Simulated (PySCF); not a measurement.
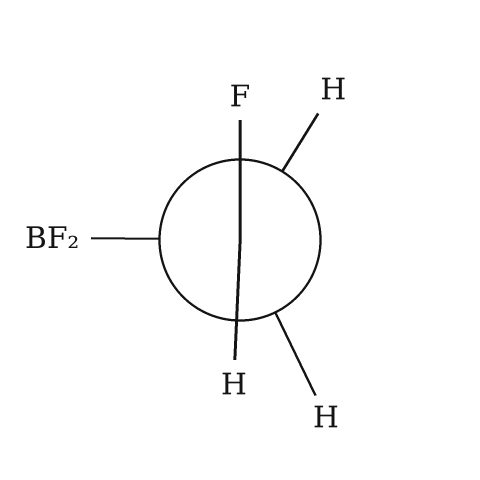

A Newman projection along the B–Si bond, boron in front; angles are drawn as computed, but eclipsed bonds slightly apart. Computed geometry: PBE0-D3(BJ)/def2-SVP optimisation. No frequency run is at hand to confirm it as a minimum.

> Which molecule is it?

B2F3H3Si, FB[SiH2]B(F)F

> What is the torsion angle from the front F to the back BF2? The sign is positive where the front bond must turn clockwise to cover the back bond.

−89°, about perpendicular.
